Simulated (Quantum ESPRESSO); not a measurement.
# λ and ρ(T) of Ir (Fm-3m) from pw.x, ph.x and EPW, part 3 of 4

How strongly do phonons scatter the electrons of Ir (Fm-3m), and how dense must the meshes be?

Quantum ESPRESSO 7.5; DFT LDA, scalar-relativistic, plane waves, PseudoDojo 0.4.1 norm-conserving pseudopotentials.

So far, coupling constant λ: step 8 (coupling and Tc: fine k 20×20×20, q 10×10×10, width 0.15 …) 0.338. Also resistivity at 300 K (μΩ cm): step 9 (resistivity: fine k 24×24×24, q 12×12×12, adaptive width …) 3.20.

**10. Coupling and Tc, input with a fault, fine q mesh 14×14×14, fine mesh 14×14×14**

Another input is tried.

bad.in reads:

```
--
 &inputepw
    prefix='x',
    outdir='./tmp',
    dvscf_dir='./save',
    elph=.true.,
    etf_mem=1,
    nbndsub=9,
    bands_skipped='exclude_bands = 1-4',
    use_ws=.true.,
    vme='wannier',
    asr_typ='crystal',
    nk1=8,
    nk2=8,
    nk3=8,
    nq1=4,
    nq2=4,
    nq3=4,
    amass(1)=192.217,
    epwwrite=.false.,
    epwread=.true.,
    wannierize=.false.,
    nkf1=14,
    nkf2=14,
    nkf3=14,
    nqf1=14,
    nqf2=14,
    nqf3=14,
    mp_mesh_k=.true.,
    ephwrite=.true.,
    eliashberg=.true.,
    liso=.true.,
    limag=.true.,
    tc_linear=.true.,
    tc_linear_solver='lapack',
    fsthick=0.4,
    degaussw=0.6,
    degaussq=0.5,
    nqstep=500,
    muc=0.13,
    wscut=0.3,
    nsiter=500,
    nstemp=7,
    temps=0.5 1.0 2.0 4.0 8.0 16.0 32.0,
 /
```

On the command line:

```
> OMP_NUM_THREADS=1 mpirun -n 8 epw.x -nk 8 -in bad.in > bad.out
```

The log of the run:

```text
[banner, memory and clock lines left out]
``:oss/
                           `.+s+.     .+ys--yh+     `./ss+.
                          -sh//yy+`   +yy   +yy    -+h+-oyy
                          -yh- .oyy/.-sh.   .syo-.:sy-  /yh
                 `.-.`    `yh+   -oyyyo.     `/syys:    oys      `.`
               `/+ssys+-` `sh+      `                   oys`   .:osyo`
               -yh- ./syyooyo`                          .sys+/oyo--yh/
               `yy+    .-:-.                             `-/+/:`  -sh-
                /yh.                                              oys
          ``..---hho---------`   .---------..`      `.-----.`    -hd+---.
       `./osmNMMMMMMMMMMMMMMMs. +NNMMMMMMMMNNmh+.   yNMMMMMNm-  oNMMMMMNmo++:`
       +sy--/sdMMMhyyyyyyyNMMh- .oyNMMmyyyyyhNMMm+` -yMMMdyyo:` .oyyNMMNhs+syy`
       -yy/   /MMM+.`-+/``mMMy-   `mMMh:`````.dMMN:` `MMMy-`-dhhy```mMMy:``+hs
        -yy+` /MMMo:-mMM+`-oo/.    mMMh:     `dMMN/`  dMMm:`dMMMMy..MMMo-.+yo`
         .sys`/MMMMNNMMMs-         mMMmyooooymMMNo:   oMMM/sMMMMMM++MMN//oh:
          `sh+/MMMhyyMMMs- `-`     mMMMMMMMMMNmy+-`   -MMMhMMMsmMMmdMMd/yy+
    `-/+++oyy-/MMM+.`/hh/.`mNm:`   mMMd+/////:-.`      NMMMMMd/:NMMMMMy:/yyo/:.`
   +os+//:-..-oMMMo:--:::-/MMMo. .-mMMd+---`           hMMMMN+. oMMMMMo. `-+osyso:`
   syo     `mNMMMMMNNNNNNNNMMMo.oNNMMMMMNNNN:`         +MMMMs:`  dMMMN/`     ``:syo
   /yh`     :syyyyyyyyyyyyyyyy+.`+syyyyyyyyo:`         .oyys:`   .oyys:`        +yh
   -yh-        ````````````````    `````````              ``        ``          oys
   -+h/------------------------::::::::://////++++++++++++++++++++++///////::::/yd:
   shdddddddddddddddddddddddddddddhhhhhhhhyyyyyssssssssssssssssyyyyyyyhhhhhhhddddh`
 Lee, H., Poncé, S., Bushick, K., Hajinazar, S., Lafuente-Bartolome, J.,Leveillee, J.,
    Lian, C., Lihm, J., Macheda, F., Mori, H., Paudyal, H., Sio, W., Tiwari, S.,
 Zacharias, M., Zhang, X., Bonini, N., Kioupakis, E., Margine, E.R., and Giustino F.,
                                                     npj Comput Mater 9, 156 (2023)
     Program EPW v.6.0
 %%%%%%%%%%%%%%%%%%%%%%%%%%%%%%%%%%%%%%%%%%%%%%%%%%%%%%%%%%%%%%%%%%%%%%%%%%%%%%
     Error in routine readin (1):
      degaussw too close to fsthick
 %%%%%%%%%%%%%%%%%%%%%%%%%%%%%%%%%%%%%%%%%%%%%%%%%%%%%%%%%%%%%%%%%%%%%%%%%%%%%%
     stopping ...
MPI_ABORT was invoked on rank 0 in communicator MPI_COMM_WORLD
  Proc: [[24644,1],0]
  Errorcode: 1
You may or may not see output from other processes, depending on
exactly when Open MPI kills them.
prterun has exited due to process rank 0 with PID 0 on node (host) calling
"abort". This may have caused other processes in the application to be
terminated by signals sent by prterun (as reported here).
```

The job ended after 0.53 s (8 MPI ranks of Arm Neoverse V2, shared host).

The input was rejected at the start.

The program's message: “Error in routine readin (1): degaussw too close to fsthick”

The fault put into the input: a delta width larger than the window.

**11. Resistivity: fine k 32×32×32, q 16×16×16, adaptive width, window 0.32 eV**

At these temperatures only states within a few k_B T of the Fermi level carry current, so the mesh must be dense; it is refined.

bte-2.in reads:

```
--
 &inputepw
    prefix='x',
    outdir='./tmp',
    dvscf_dir='./save',
    elph=.true.,
    etf_mem=1,
    nbndsub=9,
    bands_skipped='exclude_bands = 1-4',
    use_ws=.true.,
    vme='wannier',
    asr_typ='crystal',
    nk1=8,
    nk2=8,
    nk3=8,
    nq1=4,
    nq2=4,
    nq3=4,
    amass(1)=192.217,
    epwwrite=.false.,
    epwread=.true.,
    wannierize=.false.,
    nkf1=32,
    nkf2=32,
    nkf3=32,
    nqf1=16,
    nqf2=16,
    nqf3=16,
    mp_mesh_k=.true.,
    scattering=.true.,
    iterative_bte=.true.,
    epmatkqread=.false.,
    assume_metal=.true.,
    int_mob=.false.,
    carrier=.false.,
    ngaussw=-99,
    mob_maxiter=200,
    broyden_beta=0.7,
    fsthick=0.32,
    degaussw=0.0,
    nstemp=6,
    temps=150 200 273 300 400 500,
    restart=.false.,
    selecqread=.false.,
 /
```

On the command line:

```
> OMP_NUM_THREADS=1 mpirun -n 8 epw.x -nk 8 -in bte-2.in > bte-2.out
```

The log of the run:

```text
[the first part of the log is left out]
     =============================================================================================
     Start solving iterative Boltzmann Transport Equation
     =============================================================================================
     Iteration number:         1
     =============================================================================================
       Temp     Fermi        DOS        Population SR                 Conductivity
        [K]      [eV]    [states/Ry] [carriers per cell]               [Ohm.cm]^-1
     =============================================================================================
      150.000  26.4340   0.59849E+01   0.66960E-15    0.522610E+06    0.441145E-13   -0.481205E-12
                                       0.23124E-14   -0.171997E-14    0.522610E+06    0.712281E-12
                                      -0.14407E-13    0.454256E-12    0.324095E-11    0.522610E+06
      200.000  26.4348   0.65419E+01   0.88818E-15    0.404537E+06    0.271460E-12   -0.274011E-13
                                       0.23054E-14    0.221876E-12    0.404537E+06   -0.161057E-11
                                      -0.10959E-13   -0.137892E-13   -0.202576E-11    0.404537E+06
      273.000  26.4356   0.81814E+01   0.17347E-17    0.291466E+06   -0.190050E-12    0.176147E-12
                                      -0.72182E-14   -0.825585E-13    0.291466E+06   -0.248865E-11
                                       0.69677E-14   -0.965687E-13   -0.474292E-12    0.291466E+06
      300.000  26.4358   0.87263E+01   0.17347E-17    0.262383E+06   -0.220465E-12   -0.239048E-13
                                       0.69909E-14   -0.859985E-13    0.262383E+06   -0.435017E-12
                                      -0.56286E-15    0.684764E-13    0.254827E-12    0.262383E+06
      400.000  26.4364   0.99142E+01   0.38945E-15    0.189713E+06    0.151572E-13   -0.135495E-13
                                       0.50567E-15   -0.202956E-12    0.189713E+06   -0.107386E-12
                                      -0.41133E-16   -0.102948E-12    0.886409E-12    0.189713E+06
      500.000  26.4365   0.10115E+02   0.11102E-15    0.148474E+06   -0.518846E-13   -0.123650E-12
                                       0.26715E-15   -0.279495E-13    0.148474E+06   -0.212318E-12
                                      -0.47874E-15   -0.275835E-13   -0.155728E-12    0.148474E+06
                                                      0.522610E+06    Max error
     [...]
     Iteration number:        22
     =============================================================================================
       Temp     Fermi        DOS        Population SR                 Conductivity
        [K]      [eV]    [states/Ry] [carriers per cell]               [Ohm.cm]^-1
     =============================================================================================
      150.000  26.4340   0.59849E+01  -0.88818E-15    0.544697E+06    0.158560E-14    0.383540E-12
                                       0.86528E-14   -0.332384E-12    0.544697E+06    0.293312E-11
                                       0.71589E-15    0.261718E-12    0.648862E-12    0.544697E+06
      200.000  26.4348   0.65419E+01  -0.88644E-15    0.421225E+06    0.225806E-12   -0.243125E-12
                                       0.64133E-14    0.335394E-12    0.421225E+06    0.148661E-11
                                      -0.13145E-13   -0.137454E-12    0.126564E-11    0.421225E+06
      273.000  26.4356   0.81814E+01   0.88818E-15    0.303373E+06    0.815440E-13   -0.305241E-12
                                       0.25127E-14   -0.163397E-12    0.303373E+06    0.113614E-11
                                       0.55063E-15   -0.114814E-12   -0.360681E-12    0.303373E+06
      300.000  26.4358   0.87263E+01  -0.44409E-15    0.273053E+06   -0.559796E-13   -0.224472E-12
                                       0.41737E-14   -0.266595E-13    0.273053E+06    0.136962E-11
                                       0.59566E-15   -0.199147E-12    0.521774E-12    0.273053E+06
      400.000  26.4364   0.99142E+01   0.27777E-15    0.197287E+06   -0.113335E-13   -0.240727E-12
                                      -0.62103E-15   -0.558990E-13    0.197287E+06   -0.658663E-12
                                       0.22784E-14   -0.828587E-13    0.100533E-11    0.197287E+06
      500.000  26.4365   0.10115E+02   0.00000E+00    0.154264E+06   -0.193221E-12    0.206904E-12
                                      -0.71644E-15    0.518141E-13    0.154264E+06    0.203034E-12
                                       0.16469E-15   -0.123351E-12   -0.711742E-13    0.154264E+06
                                                      0.595697E-06    Max error
```

Run time: 5.1 min. Hardware: 8 MPI ranks; 37 min of CPU time.

This step gave:

```
iterations           : 22
resistivity at 300 K : 3.662 μΩ cm
```

Resistivity, by row:

| T (K) | rho_xx (μΩ cm) | rho_yy | rho_zz | relaxation-time approximation, mean of the axes (μΩ cm) |
| --- | --- | --- | --- | --- |
| 150 | 1.836 | 1.836 | 1.836 | 1.654 |
| 200 | 2.374 | 2.374 | 2.374 | 2.149 |
| 273 | 3.296 | 3.296 | 3.296 | 2.997 |
| 300 | 3.662 | 3.662 | 3.662 | 3.333 |
| 400 | 5.069 | 5.069 | 5.069 | 4.625 |
| 500 | 6.482 | 6.482 | 6.482 | 5.929 |

ρ(300 K) = 3.66 μΩ cm, against 3.20 before (+14 %); the relaxation-time start gave 3.33. The largest adaptive width printed is 0.56 eV, against a window of 0.32 eV outside which no state is counted.

**12. Coupling and Tc: fine k 32×32×32, q 16×16×16, width 0.1 eV, window 0.41 eV**

The sum is repeated with other meshes, delta width and window to test it.

a2f-2.in reads:

```
--
 &inputepw
    prefix='x',
    outdir='./tmp',
    dvscf_dir='./save',
    elph=.true.,
    etf_mem=1,
    nbndsub=9,
    bands_skipped='exclude_bands = 1-4',
    use_ws=.true.,
    vme='wannier',
    asr_typ='crystal',
    nk1=8,
    nk2=8,
    nk3=8,
    nq1=4,
    nq2=4,
    nq3=4,
    amass(1)=192.217,
    epwwrite=.false.,
    epwread=.true.,
    wannierize=.false.,
    nkf1=32,
    nkf2=32,
    nkf3=32,
    nqf1=16,
    nqf2=16,
    nqf3=16,
    mp_mesh_k=.true.,
    ephwrite=.true.,
    eliashberg=.true.,
    liso=.true.,
    limag=.true.,
    tc_linear=.true.,
    tc_linear_solver='lapack',
    fsthick=0.41,
    degaussw=0.1,
    degaussq=0.5,
    nqstep=500,
    muc=0.13,
    wscut=0.3,
    nsiter=500,
    nstemp=7,
    temps=0.5 1.0 2.0 4.0 8.0 16.0 32.0,
 /
```

On the command line:

```
> OMP_NUM_THREADS=1 mpirun -n 8 epw.x -nk 8 -in a2f-2.in > a2f-2.out
```

The log of the run:

```text
[the first part of the log is left out]
            Electron smearing (eV) =    0.100000000000000D+00
                 Fermi window (eV) =    0.410000000000000D+00
     Finish writing .ephmat files
     ===================================================================
     Memory usage:  VmHWM =        49Mb
                   VmPeak =       525Mb
     ===================================================================
     Finish writing dos file x.dos
     Finish writing phdos files x.phdos and x.phdos_proj
     ===================================================================
     Solve isotropic Eliashberg equations
     ===================================================================
     Finish reading freq file
                  Fermi level (eV) =     2.6436717320E+01
     DOS(states/spin/eV/Unit Cell) =     4.7538950199E-01
            Electron smearing (eV) =     1.0000000000E-01
                 Fermi window (eV) =     4.1000000000E-01
     Nr irreducible k-points within the Fermi shell =       323 out of       897
           3 bands within the Fermi window
     Finish reading egnv file
     Max nr of q-points =      1490
     Finish reading ikmap files
     Start reading .ephmat files
     Finish reading .ephmat files
     a2f file is not found to estimate initial gap: calculating a2f files
     Finish reading a2f file
     Electron-phonon coupling strength =    0.3694560
     Estimated Tc using McMillan expression =   0.2150 K for muc =   0.1300
     Estimated Tc using Allen-Dynes modified McMillan expression =   0.2173 K
     Estimated Tc using SISSO machine learning model =   0.2453 K
     Estimated w_log =  19.8077 meV
     Estimated BCS superconducting gap using McMillan Tc =   0.0326 meV
     WARNING WARNING WARNING
     The code may crash since tempsmin =    0.500 K is larger than McMillan Tc =     0.215 K
     Start: Solving (isotropic) linearized Eliashberg equation with solver = lapack
     For the first Temp.    0.50  K
       Total number of frequency points nsiw(     1) =   1108
       Cutoff frequency wscut =     0.3001
     Superconducting transition temp. Tc is the one which has Max. eigenvalue close to 1
      -----------------------------------------------------------------
             Temp.       Max.         nsiw     wscut    Nr. of iters
             (K)       eigenvalue    (itemp)   (eV)      to Converge
      -----------------------------------------------------------------
             0.50      1.0522425     1108      0.3001        1
             1.00      0.8899414      554      0.3002        1
             2.00      0.7288730      277      0.3005        1
             4.00      0.5698382      139      0.3021        1
             8.00      0.4129939       69      0.3010        1
            16.00      0.2618736       35      0.3075        1
            32.00      0.1221750       17      0.3032        1
      -----------------------------------------------------------------
     Finish: Solving (isotropic) linearized Eliashberg equation
```

Elapsed: 6.3 min, on 8 MPI ranks; 46 min of CPU time.

Numbers from this step:

| Item | Value |
| --- | --- |
| coupling constant λ | 0.3695 |
| log mean phonon energy ħω_log | 19.81 meV |
| density of states at the Fermi level | 0.4754 states/eV a spin and cell |
| Fermi level on the fine mesh | 26.44 eV |

The a2F has structure finer than the step of the table below, so its rows give means over 2 meV, whole bins alone (the curve runs from 0.058 to 28.9 meV). Peaks (meV: height): 19.2: 0.428, 25.0: 0.703.

Table of a2F by phonon energy; means over each step:

| phonon energy (meV) | a2F |
| --- | --- |
| 2 | 1.0e-4 |
| 4 | 9.2e-4 |
| 6 | 0.00239 |
| 8 | 0.00318 |
| 10 | 0.00754 |
| 12 | 0.0246 |
| 14 | 0.0575 |
| 16 | 0.172 |
| 18 | 0.308 |
| 20 | 0.369 |
| 22 | 0.246 |
| 24 | 0.361 |
| 26 | 0.321 |

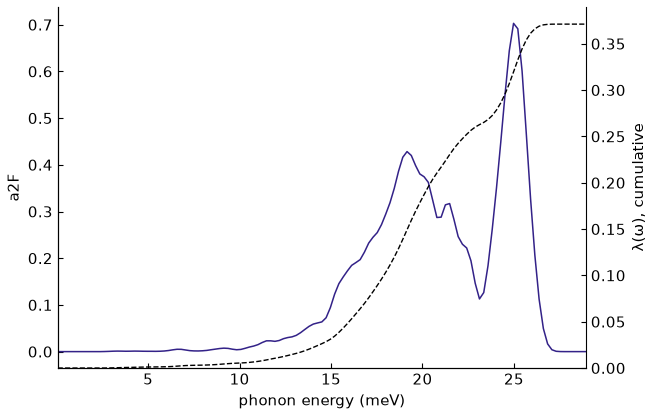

A2F against phonon energy. The dashed line is the running λ.

Tc lies where the eigenvalue is 1; mu* = 0.13. Eigenvalue against temperature:

| T (K) | largest eigenvalue of the linearised gap equation |
| --- | --- |
| 0.5 | 1.052 |
| 1 | 0.8899 |
| 2 | 0.7289 |
| 4 | 0.5698 |
| 8 | 0.413 |
| 16 | 0.2619 |
| 32 | 0.1222 |

λ = 0.369 and ħω_log = 19.8 meV, against 0.338 and 19.9 with fine k 20×20×20, q 10×10×10, width 0.15 eV (+9 % in λ). The eigenvalue passes 1 near 0.62 K.

[end of part 3 of 4]

[The logs of pw.x and epw.x are selected lines.]

[Logs are printed without paths, hosts, clocks, repeated set-up lines and the standing remarks that a program may print on its own settings, such as how far it seeks lower states.]

[Hosts, paths, dates, database ids (printed as entryN), source tags and the programs' standing remarks are cut or masked in the printed files.]
